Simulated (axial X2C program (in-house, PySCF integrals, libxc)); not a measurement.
**CoB⁺: properties at the nuclei**

Wanted for CoB⁺: properties at the nuclei, at the two-component level.

The runs use an in-house X2C program for linear molecules on PySCF integrals; two-component X2C with atomic mean-field terms, Co dyall-cv3z, B dyall-v3z.

All values are calculated.

## (1) Input

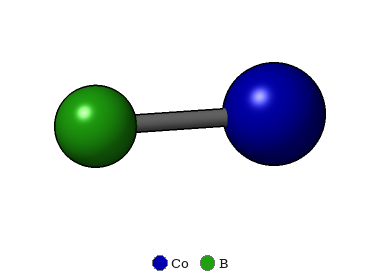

The two atoms at 1.960 Å (cobalt blue, boron green).

The input, task.json:

```json
{"zs": [27, 5], "q": 1, "bas": ["dyall-cv3z", "dyall-v3z"], "r0": 1.96, "levels": ["PBE0", "HF", "B3LYP", "LDA", "PBE"], "nst": 3}
```

Keys: zs atomic numbers; q charge; bas basis sets; r0 starting distance in Å; levels methods (HF also brings MP2); nst determinants followed.

Started as:

```console
$ python soeom.py task.json out
```

Further steps of the session: Expectation values, lowest determinant; Expectation values, a higher determinant; Expectation values, a higher determinant.

Q: Predict the outcome of this session. Wanted: lowest determinant; Eeff magnitude; Ws magnitude Co; A∥/gI Co; qzz Co; higher determinant (for each run or level that gives them).

The runs gave:

| quantity | value |
| --- | --- |
| lowest determinant | Ω = 5/2 (excess of +ω over −ω: ω = 5/2) |
| Eeff magnitude (GV/cm), PBE0 | 0.153 |
| Ws magnitude Co (kHz), PBE0 | 0.00806 |
| A∥/gI Co (MHz), PBE0 | 423 |
| qzz Co (a.u.), PBE0 | -0.57 |
| higher determinant | Ω = 3/2 (excess of +ω over −ω: ω = 3/2) |
| Eeff magnitude (GV/cm), PBE0, higher determinant | 0.15 |
| Ws magnitude Co (kHz), PBE0, higher determinant | 0.0133 |
| A∥/gI Co (MHz), PBE0, higher determinant | 683 |
| qzz Co (a.u.), PBE0, higher determinant | -0.60 |
| higher determinant | Ω = 7/2 (excess of +ω over −ω: 2 × ω = 1/2, ω = 5/2) |
| Eeff magnitude (GV/cm), PBE0, higher determinant | 0.572 |
| Ws magnitude Co (kHz), PBE0, higher determinant | 0.0588 |
| A∥/gI Co (MHz), PBE0, higher determinant | 683 |
| qzz Co (a.u.), PBE0, higher determinant | 0.02 |

In the first state, the effective field runs from 0.153 to 0.222 GV/cm over the mean-field levels. The expectation values come from single determinants, which for open shells can mix terms of unlike spin or miss the lowest Ω, so a determinant need not be a state. Eeff is the effective electric field on the electron dipole moment in this Ω state and Ws the scalar–pseudoscalar constant (defined with the proton number Z and per Ω); A∥ is the parallel hyperfine constant, which follows by multiplying with the nuclear g factor gI = μI/(I μN); qzz is the electric field gradient, eQq0 = 234.96 MHz × Q/barn × qzz. The operators were transformed with the bare-nucleus X2C matrices.
